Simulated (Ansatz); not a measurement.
# Calculations on BNH₅Cl

**1. Relaxation**

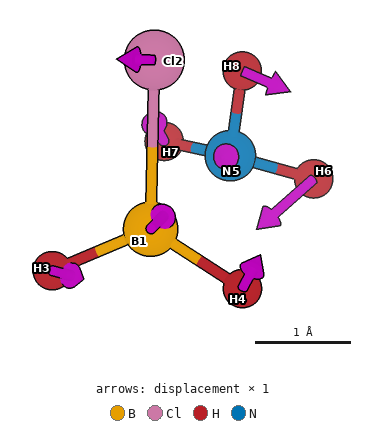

A relaxation of BNH₅Cl. The starting structure is drawn; purple arrows show the displacements, at their true length. The two geometries are superimposed by the best rigid fit.

Style: ball-and-stick. Shown from a free direction.

The run prepares an end point of a later path (reaction) calculation, from a guessed geometry.

Theory: RKS B3LYP-D4/def2-mTZVP (Ansatz). (no spin polarisation; force threshold 0.03 eV/Å; at most 50 steps)

What happened in the run?

H6 moves most after the best rigid fit: 0.88 Å. By element the largest moves are H 0.88 Å, B 0.66 Å, N 0.46 Å, Cl 0.44 Å. Near-neighbour distances that change, for instance: B1–N5 2.734 → 1.638 Å, B1–Cl2 1.832 → 1.882 Å, B1–H3 1.179 → 1.196 Å, N5–H8 1.035 → 1.020 Å. New bonds form, among them: B1–N5 (2.73 → 1.64 Å). Bond angles that change, for instance: H3–B1–H4 126.1° → 116.0°, Cl2–B1–H3 116.7° → 111.8°. After 9 geometry steps the energy has fallen by 24.9 kcal/mol. Largest force component: 0.95 eV/Å at the start, 0.028 eV/Å at the end. Cost: 30 s on 1 thread of Arm Neoverse V1, on a shared host, peak memory 0.13 GiB.

Limits of the set-up: the start holds two separate molecules, 2.6 Å apart at their closest, whose relative position is a soft coordinate.

**2. Relaxation**

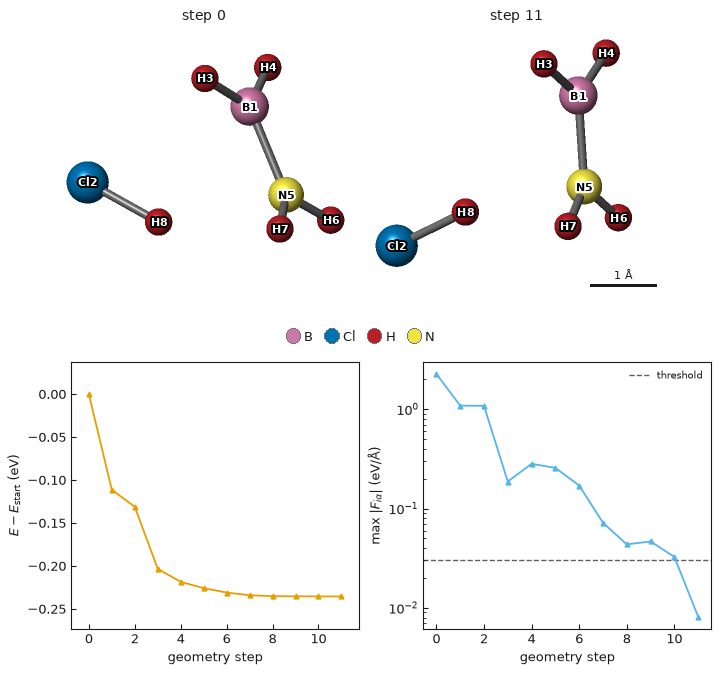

First and last geometry of a relaxation of BNH5Cl, with the history of the run. A ball-and-stick model, seen at a tilt.

The run prepares an end point of a later path (reaction) calculation, from a guessed geometry.

Method: RKS B3LYP-D4/def2-mTZVP in Ansatz.

The input:
```yaml
crystal:
  periodic: [false, false, false]
  atoms:
    - { symbol: B, position_ang: [0.0857, -0.493272, -0.207324] }
    - { symbol: Cl, position_ang: [-0.249669, 0.457209, 2.691593] }
    - { symbol: H, position_ang: [1.10461, 0.107529, -0.284201] }
    - { symbol: H, position_ang: [-0.973743, -0.039936, -0.485647] }
    - { symbol: "N", position_ang: [0.141399, -1.894579, 0.243928] }
    - { symbol: H, position_ang: [-0.663119, -2.504139, 0.222369] }
    - { symbol: H, position_ang: [1.013149, -2.38341, 0.386481] }
    - { symbol: H, position_ang: [-0.126428, -0.778202, 2.187301] }
basis:
  gaussian: { orbitals: def2-mTZVP }
hamiltonian:
  xc: b3lyp
  dispersion: d4
relax:
  f_tol: 0.03
  max_steps: 50
output:
  orbitals: {}
```

Run as
```bash
ansatz run input.yaml --threads 1 --pin off --max-ram 2048MiB --backend cpu --events-out ev --progress --plain --runs-dir out
```

> Did the run converge, and what did it change?

It converged. Cl2 moves most after the best rigid fit: 0.98 Å. Largest moves by element: Cl 0.98 Å, H 0.52 Å, B 0.34 Å, N 0.27 Å. Some distances before and after: B1–N5 1.473 → 1.399 Å, Cl2–H8 1.340 → 1.313 Å. The energy falls by 0.235 eV in 11 geometry steps. Largest force component: 2.3 eV/Å at the start, 0.0082 eV/Å at the end.

Limits of the set-up: the start holds two separate molecules, 2.3 Å apart at their closest, whose relative position is a soft coordinate.

**3. Path**

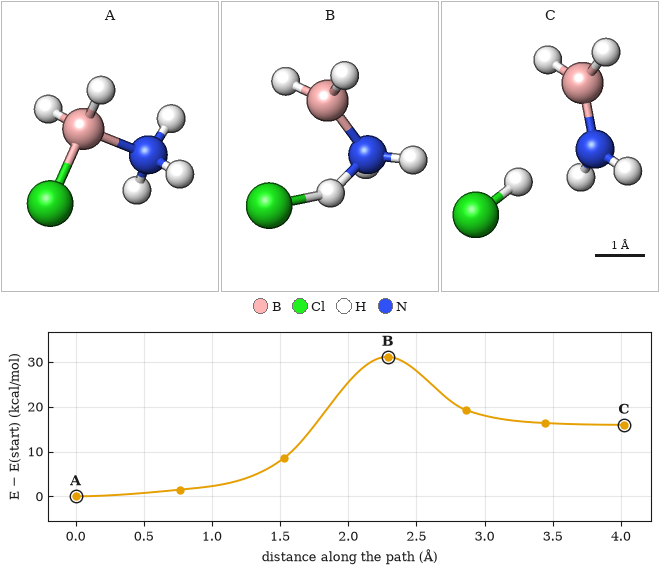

NEB run on BNH5Cl. Images are numbered from 0 (start) to 6 (end). Frames A to C are images 0, 3, 6. A ball-and-stick model, seen at a tilt.

Level of theory: Ansatz, RKS B3LYP-D4/def2-mTZVP. Run with 5 movable images; climbing image; force threshold 0.05 eV/Å; iteration limit 60; starting path through a guess of the saddle point.

Question: What happens along the path, and what is the barrier?

Answer: Breaking: B–Cl (1.88 → 3.97 Å), H–N (1.02 → 2.10 Å). Forming: Cl–H (2.89 → 1.31 Å). Forward barrier 31.1 kcal/mol, backward barrier 15.2 kcal/mol, with image 3 at the top; the reaction energy is +16.0 kcal/mol. The band converged in 10 iterations. The largest component of the band force went from 5.6 to 0.043 eV/Å. The climbing image converged on the top of the path. Its vibrational analysis gives one imaginary mode (1065i cm⁻¹), as a transition state must have.

Cost: 2.1 min on 1 thread of Arm Neoverse V1, on a shared host, peak memory 0.16 GiB.
